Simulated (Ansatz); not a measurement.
# BCl2F (dichlorofluoroborane), step by step

Wanted: a series of 14 runs (HF/STO-3G, UHF/STO-3G, HF/3-21G, UHF/3-21G, HF/6-31G*, B3LYP/6-31G*, PBE/def2-SVP) of BCl2F (dichlorofluoroborane). 

The results are computed with Ansatz 0.2.0.

## 1. The system as given

The species is BCl2F (4 atoms), typed as a singlet with charge 0. As SMILES, `FB(Cl)Cl`. The shape comes from a force field and isn't a relaxed structure. The run starts from this shape.

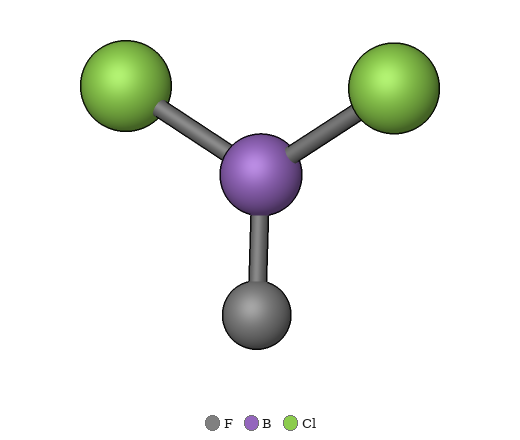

Viewed from a chosen angle; fluorine grey, boron purple, chlorine green.

## 2. A structure relaxation at HF/STO-3G (run 1)

The input, in.yaml:

```yaml
crystal:
  periodic: [false, false, false]
  atoms:
    - symbol: F
      position_ang: [0.157400, -1.319300, -0.864500]
    - symbol: B
      position_ang: [-0.003400, -0.092300, -0.058500]
    - symbol: Cl
      position_ang: [-1.666700, 0.406300, 0.622100]
    - symbol: Cl
      position_ang: [1.568200, 0.945000, 0.280600]
basis:
  gaussian: {orbitals: STO-3G}
magnetization: {spin_polarized: false, initial_magnetization: 0}
hamiltonian: {xc: hf}
relax: {f_tol: 0.002}
output: {orbitals: {seedname: orbitals}}
```

Command:

```
$ ansatz run in.yaml --threads 1 --pin off --max-ram 2610MiB --events-out events.jsonl --progress --plain --runs-dir runs
```

The program printed (excerpt; [...] marks lines left out):

```text
Warning: RAYON_NUM_THREADS=1 ignored (pool sized by the plan → 1); use --threads N
[...]
Functional definition: HF
  name "HF"
[...]
368 factors; integrals over basis functions are off by at most 1.4e-5 eV
[...]
mean field -28073.19711679 eV, -1031.6709653454 hartree, gradient 7.1e-5 eV, S^2 0.000000; 0 other end points of the search recorded, 0 dependent functions left out
[...]
reference -28073.19711679 eV, -1031.6709653454 hartree; 24, 24 occupied and 4, 4 virtual orbitals, 368 factors
relax step   1: F+E_penalty+E_count = -28073.19711679 eV  Δ(F+E_penalty+E_count) = +0.000e0 eV  max|allowed force component| = 6.346e0 eV/Å  Δτ_max = 0.0000 Å  (23 SCF iters, accepted)
[...]
relax step   6: F+E_penalty+E_count = -28074.45045523 eV  Δ(F+E_penalty+E_count) = -3.965e-5 eV  max|allowed force component| = 3.892e-3 eV/Å  Δτ_max = 0.0017 Å  (25 SCF iters, accepted)
[...]
relax step   7: F+E_penalty+E_count = -28074.45045602 eV  Δ(F+E_penalty+E_count) = -7.939e-7 eV  max|allowed force component| = 2.215e-4 eV/Å  Δτ_max = 0.0002 Å  (25 SCF iters, accepted)
368 factors; integrals over basis functions are off by at most 1.7e-5 eV
[...]
mean field -28074.45045602 eV, -1031.7170247129 hartree, gradient 2.7e-5 eV, S^2 0.000000; 1 other end points of the search recorded, 0 dependent functions left out
[...]
reference -28074.45045602 eV, -1031.7170247129 hartree; 24, 24 occupied and 4, 4 virtual orbitals, 368 factors
Total energy: -28074.45045602 eV, -1031.7170247129 hartree
Atom 0 at     0.129960    -1.187499    -0.778150 Å, force     0.000007    -0.000034    -0.000006 eV/Å
Atom 1 at     0.024262    -0.119973    -0.074240 Å, force    -0.000061     0.000191     0.000092 eV/Å
Atom 2 at    -1.564526     0.368883     0.574801 Å, force     0.000221    -0.000055    -0.000069 eV/Å
Atom 3 at     1.465803     0.878289     0.257289 Å, force    -0.000168    -0.000103    -0.000018 eV/Å
Dipole moment:     0.026731    -0.269964    -0.178006 e Å
```

Wall time 3.3 s (1 thread of Intel Xeon Platinum 8488C (Sapphire Rapids), shared host).

Steps, from the record of the run:

```csv
step,energy from the first frame kept (eV),largest force (eV/Å)
1,0.0000,7.6552
2,-1.1932,2.4173
3,-0.9500,2.7624
4,-1.2521,0.3637
5,-1.2533,0.0154
6,-1.2533,0.0041
7,-1.2533,0.0002
```

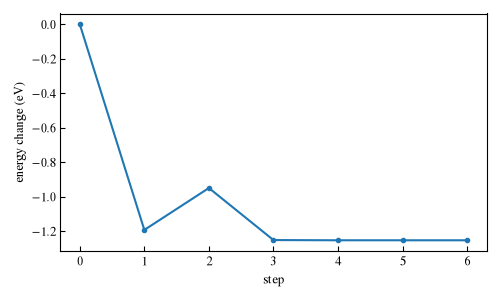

Energy along the run.

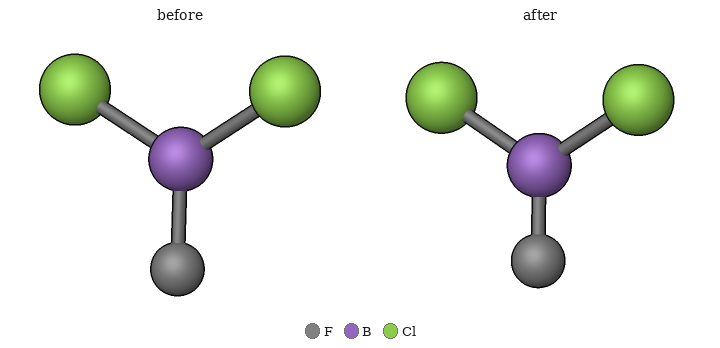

Before and after, at one scale.

After the run. Bond lengths: F1–B2 1.283 Å, B2–Cl3 1.785 Å, B2–Cl4 1.785 Å. Angles: F1–B2–Cl3 120.1°, F1–B2–Cl4 120.1°, Cl3–B2–Cl4 119.9°.

## 3. The harmonic vibrations at HF/STO-3G (run 2)

The input, run.yaml:

```yaml
crystal:
  periodic: [false, false, false]
  atoms:
    - {symbol: F, position_ang: [0.129960, -1.187499, -0.778150]}
    - {symbol: B, position_ang: [0.024262, -0.119973, -0.074240]}
    - {symbol: Cl, position_ang: [-1.564526, 0.368883, 0.574801]}
    - {symbol: Cl, position_ang: [1.465803, 0.878289, 0.257289]}
basis:
  gaussian: {orbitals: STO-3G}
magnetization: {spin_polarized: false, initial_magnetization: 0}
hamiltonian: {xc: hf}
phonons: {temperatures: {t_min: 298.15, t_max: 298.15, t_step: 1}}
```

Command:

```
$ ansatz run run.yaml --threads 1 --pin off --max-ram 2610MiB --events-out events.jsonl --progress --plain --runs-dir runs
```

The program printed (excerpt; [...] marks lines left out):

```text
Warning: RAYON_NUM_THREADS=1 ignored (pool sized by the plan → 1); use --threads N
[... 2 set-up lines as earlier in the session ...]
[...]
371 factors; integrals over basis functions are off by at most 1.5e-5 eV
[...]
mean field -28074.45047252 eV, -1031.7170253191 hartree, gradient 6.1e-5 eV, S^2 0.000000; 0 other end points of the search recorded, 0 dependent functions left out
[...]
reference -28074.45047252 eV, -1031.7170253191 hartree; 24, 24 occupied and 4, 4 virtual orbitals, 371 factors
[...]
371 factors; integrals over basis functions are off by at most 1.5e-5 eV
[...]
mean field -28074.45033094 eV, -1031.7170201160 hartree, gradient 1.5e-6 eV, S^2 0.000000; 0 other end points of the search recorded, 0 dependent functions left out
[...]
reference -28074.45033094 eV, -1031.7170201160 hartree; 24, 24 occupied and 4, 4 virtual orbitals, 371 factors
[...]
371 factors; integrals over basis functions are off by at most 1.5e-5 eV
[...]
reference -28074.45045540 eV, -1031.7170246900 hartree; 24, 24 occupied and 4, 4 virtual orbitals, 371 factors
[...]
371 factors; integrals over basis functions are off by at most 1.5e-5 eV
mean field -28074.45045571 eV, -1031.7170247015 hartree, gradient 1.5e-6 eV, S^2 0.000000; 0 other end points of the search recorded, 0 dependent functions left out
[...]
reference -28074.45045571 eV, -1031.7170247015 hartree; 24, 24 occupied and 4, 4 virtual orbitals, 371 factors
Total energy: -28074.45047252 eV, -1031.7170253191 hartree
Atom 0 at     0.129960    -1.187499    -0.778150 Å, force    -0.000000     0.000022     0.000030 eV/Å
Atom 1 at     0.024262    -0.119973    -0.074240 Å, force    -0.000014     0.000100     0.000025 eV/Å
Atom 2 at    -1.564526     0.368883     0.574801 Å, force     0.000241    -0.000022    -0.000052 eV/Å
Atom 3 at     1.465803     0.878289     0.257289 Å, force    -0.000226    -0.000100    -0.000003 eV/Å
Dipole moment:     0.026731    -0.269965    -0.178007 e Å
Vibrations: 284.62 406.31 559.01 619.53 1128.03 1631.31 cm⁻¹, zero-point energy 0.286949 eV
```

Wall time 3.3 s (1 thread of Intel Xeon Platinum 8488C (Sapphire Rapids), shared host).

Runs 3 to 13 aren't shown in full; the table further down has their settings and results.

## 4. Vibrational wavenumbers at PBE/def2-SVP (run 14)

The input, in.yaml:

```yaml
crystal:
  periodic: [false, false, false]
  atoms:
    - symbol: F
      position_ang: [0.131406, -1.197802, -0.783486]
    - symbol: B
      position_ang: [0.021908, -0.095917, -0.058282]
    - symbol: Cl
      position_ang: [-1.550089, 0.363772, 0.568393]
    - symbol: Cl
      position_ang: [1.452275, 0.869647, 0.253075]
basis:
  gaussian:
    orbitals: def2-SVP
hamiltonian:
  xc: {name: PBE}
phonons:
  temperatures: {t_min: 298.15, t_max: 298.15, t_step: 1}
```

Command:

```
$ ansatz run in.yaml --threads 1 --pin off --max-ram 2610MiB --events-out events.jsonl --progress --plain --runs-dir runs
```

The program printed (excerpt; [...] marks lines left out):

```text
Warning: RAYON_NUM_THREADS=1 ignored (pool sized by the plan → 1); use --threads N
Functional definition: PBE
  name "PBE"
[...]
692 factors; their error is unknown
[...]
mean field -28418.03364588 eV, -1044.3434740511 hartree, gradient 3.8e-5 eV, S^2 0.000000; 0 other end points of the search recorded, 0 dependent functions left out
[...]
reference -28418.03366979 eV, -1044.3434749299 hartree; 24, 24 occupied and 40, 40 virtual orbitals, 692 factors
[...]
692 factors; their error is unknown
[...]
mean field -28418.03359408 eV, -1044.3434721475 hartree, gradient 1.6e-6 eV, S^2 0.000000; 0 other end points of the search recorded, 0 dependent functions left out
[...]
reference -28418.03361800 eV, -1044.3434730264 hartree; 24, 24 occupied and 40, 40 virtual orbitals, 692 factors
[...]
692 factors; their error is unknown
[...]
reference -28418.03363732 eV, -1044.3434737366 hartree; 24, 24 occupied and 40, 40 virtual orbitals, 692 factors
[...]
692 factors; their error is unknown
[...]
mean field -28418.03361364 eV, -1044.3434728662 hartree, gradient 1.4e-6 eV, S^2 0.000000; 0 other end points of the search recorded, 0 dependent functions left out
[...]
reference -28418.03363756 eV, -1044.3434737452 hartree; 24, 24 occupied and 40, 40 virtual orbitals, 692 factors
Total energy: -28418.03366979 eV, -1044.3434749299 hartree
Atom 0 at     0.131406    -1.197802    -0.783486 Å, force     0.000001    -0.000008    -0.000005 eV/Å
Atom 1 at     0.021908    -0.095917    -0.058282 Å, force     0.000009    -0.000089    -0.000059 eV/Å
Atom 2 at    -1.550089     0.363772     0.568393 Å, force    -0.000042     0.000042     0.000036 eV/Å
Atom 3 at     1.452275     0.869647     0.253075 Å, force     0.000032     0.000055     0.000028 eV/Å
Dipole moment:    -0.004209     0.042353     0.027874 e Å
Vibrations: 260.68 358.94 506.37 550.08 996.06 1314.90 cm⁻¹, zero-point energy 0.247165 eV
```

Run time: 4.5 s. Hardware: 1 thread of Intel Xeon Platinum 8488C (Sapphire Rapids), shared host.

## 5. The series

```csv
run,level,walk f tol,task,temperatures,partner,energy (Eh),dipole moment (D),wall time
1,HF/STO-3G,0.002,optimise,–,base,-1031.717025,1.56,3.3 s
2,HF/STO-3G,–,frequencies,"(298.15, 298.15, 1)",base,-1031.717025,1.56,3.3 s
3,UHF/STO-3G,–,energy,–,cation,-1031.324284,–,0.47 s
4,UHF/STO-3G,–,optimise,–,cation,-1031.353840,–,4.8 s
5,HF/3-21G,0.002,optimise,–,base,-1038.177383,0.26,2.3 s
6,HF/3-21G,–,frequencies,"(298.15, 298.15, 1)",base,-1038.177383,0.26,4.5 s
7,UHF/3-21G,–,energy,–,cation,-1037.730730,–,1.4 s
8,UHF/3-21G,–,optimise,–,cation,-1037.754732,–,7.8 s
9,HF/6-31G* (Cartesian functions),0.002,optimise,–,base,-1043.233030,0.05,5.7 s
10,HF/6-31G* (Cartesian functions),–,frequencies,"(298.15, 298.15, 1)",base,-1043.233029,0.05,9.3 s
11,B3LYP/6-31G* (Cartesian functions),0.002,optimise,–,base,-1045.225804,0.08,9.6 s
12,B3LYP/6-31G* (Cartesian functions),–,frequencies,"(298.15, 298.15, 1)",base,-1045.225804,0.08,8.4 s
13,PBE/def2-SVP,0.002,optimise,–,base,-1044.343475,0.24,4.8 s
14,PBE/def2-SVP,–,frequencies,"(298.15, 298.15, 1)",base,-1044.343475,0.24,4.5 s
```

## 6. Outcome

```
                                                                          quantity           value
                                                run 14, PBE/def2-SVP: total energy  -1044.34347 Eh
                                               run 14, PBE/def2-SVP: dipole moment          0.24 D
                                    run 14, PBE/def2-SVP: largest force on an atom      0.000 eV/Å
                                  run 14, PBE/def2-SVP: lowest harmonic wavenumber        261 cm⁻¹
                                 run 14, PBE/def2-SVP: highest harmonic wavenumber       1315 cm⁻¹
                                           run 14, PBE/def2-SVP: zero-point energy     23.8 kJ/mol
                     vertical ionisation energy (to the doublet cation), HF/STO-3G       10.687 eV
                      vertical ionisation energy (to the doublet cation), HF/3-21G       12.154 eV
adiabatic ionisation energy (to the doublet cation, no zero-point term), HF/STO-3G        9.883 eV
 adiabatic ionisation energy (to the doublet cation, no zero-point term), HF/3-21G       11.501 eV
```

At HF/STO-3G: removing an electron at fixed nuclei costs 10.69 eV (246 kcal/mol). At HF/3-21G: removing an electron at fixed nuclei costs 12.15 eV (280 kcal/mol). At HF/STO-3G: the adiabatic ionisation energy (to the doublet cation, no zero-point term) is 9.88 eV (954 kJ/mol). At HF/3-21G: the adiabatic ionisation energy (to the doublet cation, no zero-point term) is 11.50 eV (265 kcal/mol). The second species lost a bond as it relaxed, so this leads to another structure. Totals of different functionals can't be ranked against each other. All runs together took 70 s, the longest 9.6 s.
